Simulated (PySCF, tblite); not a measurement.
# C₅H₁₁B₂ radical: geometry, infrared bands and EPR parameters

What infrared bands and EPR parameters should C₅H₁₁B₂ radical (`CB[CH]BC1CC1`) show?

Computed with tblite 0.8.0 and PySCF 2.14.0, with density-fitted response routines of our own, on a single molecule in the gas phase. Atoms are numbered from 0 throughout.

**1. Starting geometry**

18 atoms, charge 0, multiplicity 2; geometry from: force field or distance geometry start.

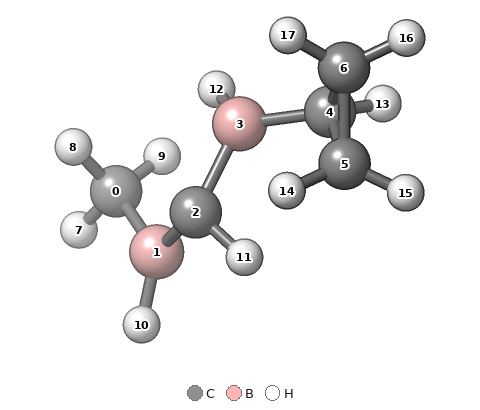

The starting geometry (carbon grey, boron pink, hydrogen white), atoms numbered.

**2. Optimising the geometry with GFN2-xTB**

The job: settings as JSON, then the geometry in Å.

```
{"job": {"kind": "relax", "xc": "GFN2-xTB", "basis": "xTB"}, "charge": 0, "multiplicity": 2}
C     -3.002900     0.229100     0.112200
B     -2.066300    -0.997600     0.328800
C     -0.578500    -0.733400     0.807800
B     -0.009000     0.600300     0.123400
C      1.428000     0.470600    -0.497100
C      2.261900    -0.607900     0.167500
C      2.654000     0.859900     0.264300
H     -4.040000    -0.144800     0.032400
H     -2.909500     0.899300     1.005300
H     -2.794900     0.784300    -0.808400
H     -2.503300    -2.087000     0.460100
H      0.026900    -1.603200     0.469600
H     -0.812000     1.376000    -0.268500
H      1.520500     0.621000    -1.593600
H      1.880200    -0.991800     1.146800
H      2.928200    -1.224100    -0.434200
H      3.559400     1.147900    -0.317700
H      2.448500     1.407700     1.195200
```

Started as:

```
$ OMP_NUM_THREADS=1 python probes_run.py task.json out
```

One launch serves the whole session: the jobs run in the order shown.

**Question.** This job is followed by: GFN2-xTB harmonic vibrations, gas phase; UKS B3LYP, pcH-1 on B C H, non-relativistic, mean-field spin-orbit, GIAO. Predict these results of the whole session: strongest single infrared mode (GFN2-xTB); zero-point energy (GFN2-xTB); g(iso) (B3LYP); ⟨S²⟩; largest a(iso) (averaged by class); potential on the surface of density 0.002 e/bohr³, 1st and 99th percentile.

The runs gave:

| quantity | value |
| --- | --- |
| strongest single infrared mode (GFN2-xTB) | 2551 cm⁻¹, 140 km/mol |
| zero-point energy (GFN2-xTB) | 91.6 kcal/mol |
| g(iso) (B3LYP) | 2.00264 |
| ⟨S²⟩ | 0.753 (exact 0.75) |
| largest a(iso) (averaged by class) | 13C on C2, 46.7 MHz |
| potential on the surface of density 0.002 e/bohr³, 1st and 99th percentile | -0.35 V and 0.90 V |

**Reading.** Over 164 steps the energy fell by 1.487 eV; of the close pairs, C2–B3 changed most, 1.604 to 1.517 Å. No mode is imaginary among the 48: a minimum at this level. The strongest single mode, at 2551 cm⁻¹, moves mainly H10. GFN2-xTB is a fitted tight-binding method: band positions and strengths are rough. Its intensities can rank the bands wrongly. C2 carries the largest spin population, 0.79 e. The isotropic g lies 0.3 ppt above the free-electron value. These values are for one conformer; the search (at its own cheap level) found 2 more, at 0.48, 0.80 kcal/mol, and measured spectra average over such forms.
